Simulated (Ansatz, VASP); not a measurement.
**NbCd3 in two plane-wave programs**

Wanted: the spread between two codes on one cell, functional and k mesh.

Method: plane waves, with VASP 6.6.1 beside it; relaxation of cell and atoms at PBEsol, in Ansatz 0.2.0.

**1. The starting structure**

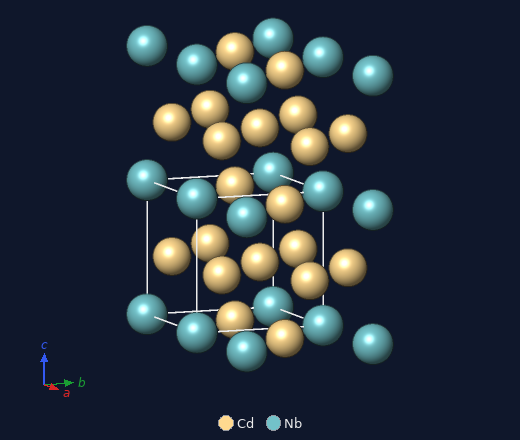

Start, viewed slightly off an axis; cadmium orange, niobium teal. 2×1×2 cells are drawn. Some periodic images of atoms are drawn too.

Structure file:

```xyz
4
Lattice="4.2567 0.0000 0.0000 0.0000 4.2567 0.0000 0.0000 0.0000 4.2567" Properties=species:S:1:pos:R:3 pbc="T T T"
Cd    2.1284    2.1284    0.0000
Cd    2.1284    0.0000    2.1284
Cd    0.0000    2.1284    2.1284
Nb    0.0000    0.0000    0.0000
```

**2. VASP: relaxation of cell and atoms, PBEsol**

The relaxed volume is the usual yardstick between codes: its relative difference is about their pressure difference at one cell divided by the bulk modulus.

Lines of VASP's logs that name or quote its potential files are left out, and so is its time.

Contents of INCAR:

```
SYSTEM = NbCd3
PREC = Accurate
ENCUT = 450
EDIFF = 1E-06
NELM = 100
ISMEAR = 1
SIGMA = 0.15
LREAL = .FALSE.
ALGO = Normal
GGA = PS
NBANDS = 30
LASPH = .TRUE.
LORBIT = 11
LWAVE = .FALSE.
LCHARG = .FALSE.
KPAR = 8
IBRION = 2
NSW = 50
ISIF = 3
EDIFFG = -0.006
```

Contents of POSCAR:

```
NbCd3
1.0
    4.2567353875      0.0000000000      0.0000000000
    0.0000000000      4.2567353875      0.0000000000
    0.0000000000      0.0000000000      4.2567353875
Cd Nb
3 1
Direct
    0.5000000000      0.5000000000      0.0000000000
    0.5000000000      0.0000000000      0.5000000000
    0.0000000000      0.5000000000      0.5000000000
    0.0000000000      0.0000000000      0.0000000000
```

Contents of KPOINTS:

```
Automatic mesh
0
Gamma
8 8 8
0 0 0
```

Potentials, in the order of the species: Cd and Nb_sv (PBE family, release 64).

On the command line:

```bash
$ mpirun -np 8 vasp_std
```

Numbers of over 12 decimals in the logs are rounded to 6 here.

The log of the run:

```text
[banner, memory and clock lines left out]
running    8 mpi-ranks, on    1 nodes
 distrk:  each k-point on    1 cores,    8 groups
 distr:  one band on    1 cores,    1 groups

 POSCAR found type information on POSCAR CdNb
 POSCAR found :  2 types and       4 ions
|                                                                             |
|           W    W    AA    RRRRR   N    N  II  N    N   GGGG   !!!           |
|           W    W   A  A   R    R  NN   N  II  NN   N  G    G  !!!           |
|           W    W  A    A  R    R  N N  N  II  N N  N  G       !!!           |
|           W WW W  AAAAAA  RRRRR   N  N N  II  N  N N  G  GGG   !            |
|           WW  WW  A    A  R   R   N   NN  II  N   NN  G    G                |
|           W    W  A    A  R    R  N    N  II  N    N   GGGG   !!!           |
|                                                                             |
|     For optimal performance we recommend to set                             |
|       NCORE = 2 up to number-of-cores-per-socket                            |
|     NCORE specifies how many cores store one orbital (NPAR=cpu/NCORE).      |
|     This setting can greatly improve the performance of VASP for DFT.       |
|     The default, NCORE=1 might be grossly inefficient on modern             |
|     multi-core architectures or massively parallel machines. Do your        |
|     Unfortunately you need to use the default for GW and RPA                |
|     calculations (for HF NCORE is supported but not extensively tested      |
|     yet).                                                                   |
|                                                                             |

|                                                                             |
|               ----> ADVICE to this user running VASP <----                  |
|                                                                             |
|     You enforced a specific xc type in the INCAR file but a different       |
|     [... a line on the potential file left out ...]
|     I HOPE YOU KNOW WHAT YOU ARE DOING!                                     |
|                                                                             |

 LDA part: xc-table for (Slater+PW92), standard interpolation
 POSCAR, INCAR and KPOINTS ok, starting setup
 FFT: planning ... GRIDC
 FFT: planning ... GRID_SOFT
 FFT: planning ... GRID
 WAVECAR not read
 entering main loop
       N       E                     dE             d eps       ncg     rms          rms(c)
DAV:   1     0.426462214109E+03    0.42646E+03   -0.24374E+04  2100   0.150E+03
DAV:   2     0.372349411729E+01   -0.42274E+03   -0.41143E+03  2268   0.478E+02
DAV:   3    -0.144037294013E+02   -0.18127E+02   -0.17621E+02  3066   0.962E+01
DAV:   4    -0.150634976443E+02   -0.65977E+00   -0.65566E+00  2986   0.149E+01
DAV:   5    -0.150827627680E+02   -0.19265E-01   -0.19257E-01  3088   0.226E+00    0.944E+00
DAV:   6    -0.142420714110E+02    0.84069E+00   -0.24287E+00  2790   0.135E+01    0.566E+00
DAV:   7    -0.141484838564E+02    0.93588E-01   -0.29404E-01  2712   0.391E+00    0.381E+00
DAV:   8    -0.141254474293E+02    0.23036E-01   -0.88164E-02  2762   0.212E+00    0.102E+00
DAV:   9    -0.141226800033E+02    0.27674E-02   -0.82390E-03  2924   0.702E-01    0.190E-01
DAV:  10    -0.141227082738E+02   -0.28271E-04   -0.78812E-04  2522   0.214E-01    0.547E-02
DAV:  11    -0.141227060972E+02    0.21766E-05   -0.37727E-05  2994   0.481E-02    0.191E-02
DAV:  12    -0.141227064047E+02   -0.30747E-06   -0.70527E-06  2440   0.179E-02
   1 F= -.14122706E+02 E0= -.14121594E+02  d E =-.141227E+02
 curvature:   0.00 expect dE= 0.000E+00 dE for cont linesearch  0.000E+00
 trial: gam= 0.00000 g(F)=  0.000E+00 g(S)=  0.247E-01 ort = 0.000E+00 (trialstep = 0.100E+01)
 search vector abs. value=  0.247E-01
 bond charge predicted
       N       E                     dE             d eps       ncg     rms          rms(c)
DAV:   1    -0.146759261416E+02   -0.55322E+00   -0.12391E+01  2146   0.360E+01    0.509E+00
DAV:   2    -0.141633199426E+02    0.51261E+00   -0.16036E+00  2294   0.137E+01    0.169E+00
DAV:   3    -0.141260020670E+02    0.37318E-01   -0.14634E-01  3170   0.303E+00    0.117E+00
DAV:   4    -0.141229693657E+02    0.30327E-02   -0.19402E-02  3098   0.782E-01    0.318E-01
DAV:   5    -0.141227103569E+02    0.25901E-03   -0.38169E-03  3722   0.359E-01    0.200E-01
DAV:   6    -0.141231855256E+02   -0.47517E-03   -0.10690E-03  3234   0.220E-01    0.112E-01
DAV:   7    -0.141231388638E+02    0.46662E-04   -0.56800E-04  2790   0.156E-01    0.130E-02
DAV:   8    -0.141231374289E+02    0.14349E-05   -0.21812E-05  2570   0.299E-02    0.621E-03
DAV:   9    -0.141231360848E+02    0.13441E-05   -0.29977E-06  2416   0.118E-02    0.281E-03
DAV:  10    -0.141231362557E+02   -0.17095E-06   -0.26734E-07  1230   0.421E-03
   2 F= -.14123136E+02 E0= -.14121977E+02  d E =-.429851E-03
 trial-energy change:   -0.000430  1 .order   -0.000141   -0.024747    0.024465
 step:   0.5117(harm=  0.5029)  dis= 0.00000  next Energy=   -14.129076 (dE=-0.637E-02)
 bond charge predicted
       N       E                     dE             d eps       ncg     rms          rms(c)
DAV:   1    -0.142592282355E+02   -0.13609E+00   -0.29676E+00  2146   0.179E+01    0.266E+00
DAV:   2    -0.141400917421E+02    0.11914E+00   -0.36994E-01  2426   0.642E+00    0.934E-01
DAV:   3    -0.141301260521E+02    0.99657E-02   -0.29588E-02  2820   0.145E+00    0.715E-01
DAV:   4    -0.141289672277E+02    0.11588E-02   -0.58057E-03  3270   0.429E-01    0.201E-01
DAV:   5    -0.141290043754E+02   -0.37148E-04   -0.49356E-04  3130   0.126E-01    0.117E-01
DAV:   6    -0.141290885624E+02   -0.84187E-04   -0.35312E-04  3642   0.112E-01    0.331E-02
DAV:   7    -0.141290755421E+02    0.13020E-04   -0.58016E-05  3306   0.489E-02    0.561E-03
DAV:   8    -0.141290755782E+02   -0.36034E-07   -0.36313E-06  2124   0.142E-02
   3 F= -.14129076E+02 E0= -.14127936E+02  d E =-.636917E-02
 curvature:  -0.25 expect dE=-0.307E-06 dE for cont linesearch -0.307E-06
 trial: gam=-0.00697 g(F)=  0.750E-66 g(S)=  0.122E-05 ort = 0.174E-03 (trialstep = 0.902E+00)
 search vector abs. value=  0.160E-09
 reached required accuracy - stopping structural energy minimisation
```

OUTCAR, selected parts (step 2):

```text
ion  position               nearest neighbor table
   1  0.500  0.500  0.000-   2 3.01   3 3.01   4 3.01   2 3.01   3 3.01   2 3.01   4 3.01   2 3.01
                             3 3.01   4 3.01   3 3.01   4 3.01
   2  0.500  0.000  0.500-   1 3.01   3 3.01   4 3.01   1 3.01   4 3.01   1 3.01   3 3.01   1 3.01
                             3 3.01   4 3.01   4 3.01   3 3.01
   3  0.000  0.500  0.500-   1 3.01   2 3.01   4 3.01   1 3.01   4 3.01   2 3.01   4 3.01   4 3.01
                             1 3.01   2 3.01   1 3.01   2 3.01
   4  0.000  0.000  0.000-   1 3.01   2 3.01   3 3.01   2 3.01   3 3.01   1 3.01   3 3.01   3 3.01
                             1 3.01   2 3.01   2 3.01   1 3.01

  LATTYP: Found a simple cubic cell.
 ALAT       =     4.2567353875

 Subroutine GETGRP returns: Found 48 space group operations
 (whereof 48 operations were pure point group operations)

The static configuration has the point symmetry O_h .

 Found     35 irreducible k-points:

   k-points           NKPTS =     35   k-points in BZ     NKDIM =     35   number of bands    NBANDS=     30

   dimension x,y,z NGX =    30 NGY =   30 NGZ =   30
   dimension x,y,z NGXF=    60 NGYF=   60 NGZF=   60

   ENCUT  =  450.0 eV  33.07 Ry    5.75 a.u.   7.36  7.36  7.36*2*pi/ulx,y,z

   NELECT =      49.0000    total number of electrons

 k-points in reciprocal lattice and weights: Automatic mesh
   0.00000000  0.00000000  0.00000000       0.002
   0.12500000  0.00000000  0.00000000       0.012
   0.25000000  0.00000000  0.00000000       0.012
   0.37500000  0.00000000  0.00000000       0.012
   0.50000000  0.00000000  0.00000000       0.006
   0.12500000  0.12500000  0.00000000       0.023
   0.25000000  0.12500000  0.00000000       0.047
   0.37500000  0.12500000  0.00000000       0.047
   0.50000000  0.12500000  0.00000000       0.023
[...]
0.50000000  0.50000000  0.37500000       0.012
   0.50000000  0.50000000  0.50000000       0.002

 average (electrostatic) potential at core
       1 -36.5901       2 -36.5901       3 -36.5901       4 -83.5549

 E-fermi :   4.9346

 k-point     1 :       0.0000    0.0000    0.0000
  band No.  band energies     occupation
    ...
     18      -2.5308      2.00000
     19      -2.5308      2.00000
     20      -2.5308      2.00000
     21       4.0214      2.00000
     22       4.0214      2.00000
     23       5.1608     -0.05455
     24       5.1608     -0.05455
     25       5.1608     -0.05455
     26       6.2219     -0.00000
     27       6.2219     -0.00000
    ...

 k-point     2 :       0.1250    0.0000    0.0000
  band No.  band energies     occupation
    ...
     20      -2.5306      2.00000
     21       3.2298      2.00000
     22       4.0376      2.00000
     23       4.9063      1.31343
     24       4.9063      1.31342
     25       5.3717     -0.00030
     26       6.2102     -0.00000
     27       6.5910     -0.00000
     28       6.5910     -0.00000
     29      10.1382      0.00000
    ...

 k-point     3 :       0.2500    0.0000    0.0000
  band No.  band energies     occupation
    ...
     20      -2.5304      2.00000
     21       1.7675      2.00000
     22       4.0810      2.00000
     23       4.4962      2.00029
     24       4.4962      2.00029
     25       5.6389     -0.00000
     26       6.1817     -0.00000
     27       7.3816     -0.00000
     28       7.3816     -0.00000
     29       9.1516      0.00000
    ...

  Total       -0.0058064     -0.0058064     -0.0058064      0.0000000      0.0000000     -0.0000000
  in kB       -0.1224768     -0.1224768     -0.1224768      0.0000000      0.0000000     -0.0000000
  external PRESSURE =      -0.1224768 kB  Pullay stress =       0.0000000 kB

  energy-cutoff  :      450.00
  volume of cell :       75.96
      direct lattice vectors                 reciprocal lattice vectors
     4.235011056 -0.000000000  0.000000000     0.236126892 -0.000000000  0.000000000
     0.000000000  4.235011056  0.000000000     0.000000000  0.236126892  0.000000000
    -0.000000000 -0.000000000  4.235011056    -0.000000000  0.000000000  0.236126892

 POSITION                                       TOTAL-FORCE (eV/Angst)
 -----------------------------------------------------------------------------------
      2.11751      2.11751      0.00000        -0.000000     -0.000000      0.000000
      2.11751     -0.00000      2.11751        -0.000000      0.000000      0.000000
      0.00000      2.11751      2.11751         0.000000      0.000000      0.000000
      0.00000      0.00000      0.00000        -0.000000     -0.000000      0.000000
 -----------------------------------------------------------------------------------
    total drift:                                0.000000      0.000000     -0.000000

  FREE ENERGIE OF THE ION-ELECTRON SYSTEM (eV)
  ---------------------------------------------------
  free  energy   TOTEN  =       -14.1290755782 eV

  energy  without entropy=      -14.1256560419  energy(sigma->0) =      -14.12793573

 reached required accuracy - stopping structural energy minimisation

 total charge
# of ion       s       p       d       tot
------------------------------------------
    1        0.549   0.420   9.460  10.429
    2        0.549   0.420   9.460  10.429
    3        0.549   0.420   9.460  10.429
    4        2.124   5.965   2.461  10.550
--------------------------------------------------
tot          3.770   7.225  30.841  41.836

[... 3 further parts left out ...]
```

CONTCAR:

```
NbCd3
   1.00000000000000
     4.2350110561600998   -0.0000000000000000    0.0000000000000000
     0.0000000000000000    4.2350110561600998    0.0000000000000000
    -0.0000000000000000   -0.0000000000000000    4.2350110561600998
  Cd              Nb
     3     1
Direct
     0.5000000000000000    0.5000000000000000    0.0000000000000000
     0.5000000000000000    0.0000000000000000    0.5000000000000000
     0.0000000000000000    0.5000000000000000    0.5000000000000000
     0.0000000000000000    0.0000000000000000    0.0000000000000000
```

[end of part 1 of 2]

[Lines on the potential files, build, host, timing and source positions are cut from VASP's logs without a mark.]

[Logs are printed without paths, hosts, clocks, repeated set-up lines and the standing remarks that a program may print on its own settings, such as how far it seeks lower states.]

[Hosts, paths, dates, database ids (printed as entryN), source tags and the programs' standing remarks are cut or masked in the printed files.]
